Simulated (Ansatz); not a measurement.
# Run report: BNH4F2, frequency calculation

BNH4F2, computed with RKS r2SCAN-D4/def2-SVP (Ansatz 0.2.0).

It belongs to a series of runs on one base structure; here: vibrations at the highest image of the band.

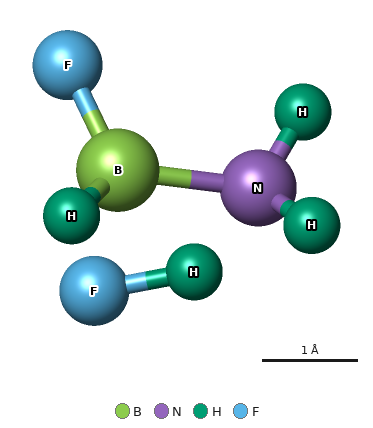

The structure (ball-and-stick view, seen at a tilt).

### The input
```yaml
crystal:
  periodic: [false, false, false]
  atoms:
    - { symbol: B, position_ang: [0.002908, 0.104623, 0.245718] }
    - { symbol: "N", position_ang: [-0.009573, 0.078219, 1.758753] }
    - { symbol: H, position_ang: [-0.806322, -0.399786, 2.177371] }
    - { symbol: H, position_ang: [0.853301, -0.178968, 2.231192] }
    - { symbol: H, position_ang: [1.053764, 0.002323, -0.335294] }
    - { symbol: F, position_ang: [-1.131864, -0.319742, -0.329835] }
    - { symbol: F, position_ang: [-0.231788, 1.889712, 0.410054] }
    - { symbol: H, position_ang: [-0.188527, 1.422019, 1.380743] }
basis:
  gaussian: { orbitals: def2-SVP }
hamiltonian:
  xc: r2scan
  dispersion: d4
phonons: {}
```

Hardware: 2 threads of Intel Xeon (Sapphire Rapids), 64 GiB of memory available, shared host.

Launched with:
```bash
ansatz run input.yaml --threads 2 --pin off --max-ram 3072MiB --backend cpu --events-out ev --progress --plain --runs-dir out
```

### What the program printed
```
Engine: ansatz 0.2.0, x86_64-unknown-linux-gnu
Functional definition: r2SCAN
  parameter k0 = 0.174
  parameter k1 = 0.065
  parameter a1 = 4.9479
  exchange = r2scan_x(k0 = k0, k1 = k1, a1 = a1)
  correlation = r2scan_c
854 factors; their error is unknown
mean field evaluation 1: about -7652.7663 eV, gradient 5.4e1 eV
mean field evaluation 2: about -7647.6183 eV, gradient 7.3e1 eV
mean field evaluation 4: about -7658.0842 eV, gradient 3.8e0 eV
mean field evaluation 8: about -7658.1108 eV, gradient 2.1e-2 eV
mean field evaluation 16: about -7658.0694 eV, gradient 1.5e-5 eV
mean field -7658.06944832 eV, -281.4288613999 hartree, gradient 1.5e-5 eV, S^2 0.000000; 0 other end points of the search recorded, 0 dependent functions left out
the calculation of the forces begins
reference -7658.06945624 eV, -281.4288616909 hartree; 17, 17 occupied and 59, 59 virtual orbitals, 854 factors
these checks for a lower state are left out or cut short: stability, starts, cluster_reference, orbital_swaps, neighbouring_geometries, increment
854 factors; their error is unknown
mean field -7658.06931649 eV, -281.4288565553 hartree, gradient 1.1e-6 eV, S^2 0.000000; 0 other end points of the search recorded, 0 dependent functions left out
[... from here on the field's lines of each further geometry are left out, up to the last ...]
the calculation of the forces begins
reference -7658.06941114 eV, -281.4288600334 hartree; 17, 17 occupied and 59, 59 virtual orbitals, 854 factors
these checks for a lower state are left out or cut short: stability, starts, cluster_reference, orbital_swaps, neighbouring_geometries, increment
854 factors; their error is unknown
mean field -7658.06941569 eV, -281.4288602009 hartree, gradient 2.3e-6 eV, S^2 0.000000; 0 other end points of the search recorded, 0 dependent functions left out
the calculation of the forces begins
reference -7658.06942361 eV, -281.4288604919 hartree; 17, 17 occupied and 59, 59 virtual orbitals, 854 factors
WARN: phonons: modes at or below zero, which the zero-point energy, F, S and C_V leave out: 1, the lowest at -620.88 cm⁻¹. A minimum has none, and a first-order saddle one
Total energy: -7658.09140544 eV, -281.4296683091 hartree
Atom 0 at     0.002908     0.104623     0.245718 Å, force     0.015179    -0.008425     0.012843 eV/Å
Atom 1 at    -0.009573     0.078219     1.758753 Å, force    -0.000841     0.020988     0.000840 eV/Å
Atom 2 at    -0.806322    -0.399786     2.177371 Å, force    -0.003514    -0.000917     0.001666 eV/Å
Atom 3 at     0.853301    -0.178968     2.231192 Å, force     0.003045    -0.002745    -0.005010 eV/Å
Atom 4 at     1.053764     0.002323    -0.335294 Å, force     0.002273     0.002456    -0.002171 eV/Å
Atom 5 at    -1.131864    -0.319742    -0.329835 Å, force    -0.014049    -0.000725    -0.010287 eV/Å
Atom 6 at    -0.231788     1.889712     0.410054 Å, force    -0.000813     0.001390     0.004640 eV/Å
Atom 7 at    -0.188527     1.422019     1.380743 Å, force    -0.001280    -0.012021    -0.002520 eV/Å
Dipole moment:     0.174851    -0.255190     0.699588 e Å
Vibrations: -620.88 301.61 360.85 424.06 547.70 737.64 840.76 874.15 1006.10 1077.47 1166.74 1250.72 1350.28 1566.73 1987.08 2648.39 3544.62 3649.98 cm⁻¹, zero-point energy 1.446578 eV
```

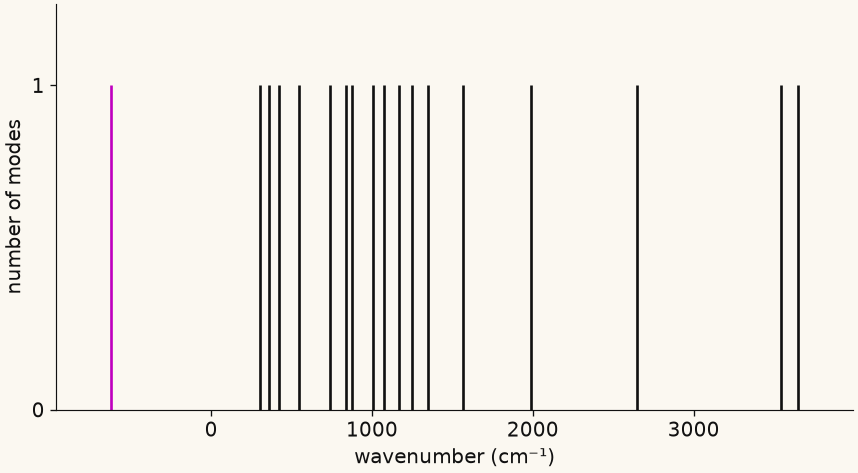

Harmonic vibrational wavenumbers from the force constants; neighbouring modes closer than 19 cm⁻¹ are counted in one stick, and imaginary ones are drawn at negative wavenumbers. 18 modes from 621i to 3650 cm⁻¹, 1 imaginary beyond 8i (621i cm⁻¹): a first-order saddle point, if the geometry is stationary.

### Results in brief

- outcome: converged
- total energy: −7658.0914 eV
- mean-field energy: −7658.0695 eV
- largest force (length of the vector): 0.022 eV/Å
- wall time: 38 s (CPU time 71 s)
- peak memory: 0.14 GiB
